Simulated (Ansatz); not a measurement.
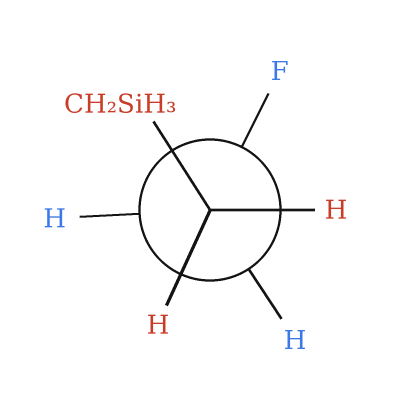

A Newman projection along the C–C bond, carbon in front; angles are drawn as computed, but eclipsed bonds slightly apart. Computed geometry: PBE-D4/def2-SVP optimisation. No frequency run is at hand to confirm it as a minimum.

Which molecule is it?

C3H9FSi, FCCC[SiH3]

What is the torsion angle from the front CH2SiH3 to the back F? The sign is positive where the front bond must turn clockwise to cover the back bond.

59°, synclinal (gauche). The conformation about this bond is staggered.
